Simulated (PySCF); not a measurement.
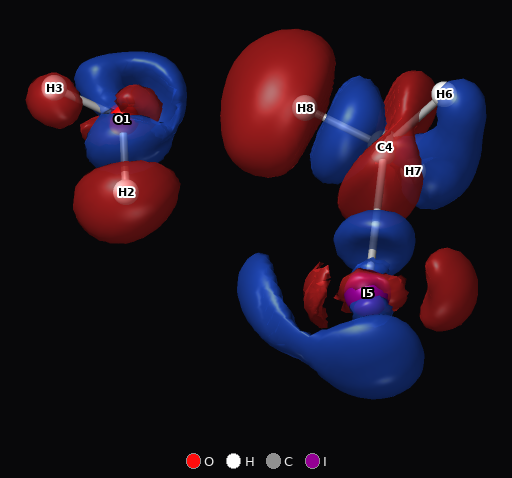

*CH₅IO, SMILES `O.CI`. Density of the complex less the densities of the two fragments at the same geometry, ±0.003 e/Å³ (blue: gain, red: loss). Fragment A: H2O (atoms 1–3); fragment B: H3CI.*

PySCF calculation, PBE0/def2-SVP, gas phase; geometry: GFN2-xTB. Core potentials replace the inner electrons of I; spin–orbit coupling isn't included. GFN2-xTB bond lengths at metals and heavier atoms can be off by up to 0.1 Å and shapes distorted, which carries into these values.

Coordinates in Å:

```
O1      -3.0310   -0.3648   -0.0177
H2      -2.4018   -1.0756   -0.1682
H3      -3.8603   -0.7744    0.2346
C4      -0.4544    1.6264   -0.0020
I5       0.6626   -0.2022    0.0018
H6      -0.1901    2.1808    0.8892
H7      -0.1864    2.1795   -0.8928
H8      -1.5059    1.3686   -0.0039
```

How is the density rearranged on binding?

Answer. Hirshfeld charges show almost no net transfer (under 0.005 e). By Hirshfeld charges, electrons gather most on I5 (−0.019 e) and leave H8 most (+0.019 e); 0.07 e is displaced in all, which induces a dipole of 0.33 D.

What is the interaction energy, and which contacts carry it?

Answer. The counterpoise-corrected interaction energy of the frozen fragments is −2.8 kcal/mol without dispersion correction and −3.6 kcal/mol with D3(BJ). The pair geometry is semi-empirical, not a minimum at this level. Contacts: O1···H8, weak C–H hydrogen bond, 2.31 Å, ρ = 0.013 a.u.; H2···I5, 3.19 Å, ρ = 0.006 a.u. The pose is a local one from a semi-empirical search, not shown to be the most stable.
